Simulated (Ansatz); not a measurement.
Process, species as SMILES: [SiH2]C (CH3-SiH2) → C atom + 5 H atom + Si atom
B3LYP-D3(BJ)/def2-TZVP geometries, fixed; electronic energies without zero-point terms.
Largest species:
```xyz
7

C     -0.0008     0.0642    -1.2011
Si     0.0002     0.0478     0.6809
H      0.0023    -0.9574    -1.5919
H     -0.8865     0.5712    -1.5864
H      0.8811     0.5770    -1.5873
H     -1.2107    -0.6263     1.2208
H      1.2161    -0.6184     1.2195
```
Charge 0, spin multiplicity 2.

Basis-set convergence of the atomisation energy at B3LYP with Ansatz (a first-principles code). Cartesian d functions, on some or all atoms, in 6-31G*, 6-31+G*, 6-311G**; all else is spherical. The program fits the integrals of some runs and decomposes those of others, by size. Open shells are unrestricted. No added dispersion term, no relativity. Functions are those of the species that has most. Reference: the value in aug-pcseg-3, 530.50 kcal/mol, itself unsure by roughly 0.20 kcal/mol (its mean distance from aug-cc-pV(Q+d)Z, def2-QZVPPD, pcseg-3). Deviations are taken from unrounded values.

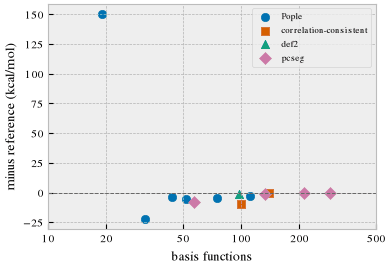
Figure. Deviation from the reference against the number of basis functions, by family of sets.

| basis | functions | atomisation energy (kcal/mol) | minus reference (kcal/mol) |
|---|---|---|---|
| STO-3G | 19 | 680.80 | 150.31 |
| 6-31G | 32 | 508.47 | -22.02 |
| 6-31G* | 44 | 526.60 | -3.89 |
| 6-31+G* | 52 | 524.81 | -5.68 |
| pcseg-1 | 57 | 522.82 | -7.68 |
| 6-311G** | 75 | 526.30 | -4.19 |
| def2-TZVP | 98 | 529.20 | -1.30 |
| aug-cc-pV(D+d)Z | 100 | 521.22 | -9.28 |
| 6-311++G(2d,2p) | 112 | 527.86 | -2.64 |
| pcseg-2 | 134 | 529.50 | -1.00 |
| cc-pV(T+d)Z | 139 | 530.11 | -0.38 |
| aug-pcseg-2 | 211 | 529.89 | -0.61 |
| pcseg-3 | 289 | 530.45 | -0.05 |
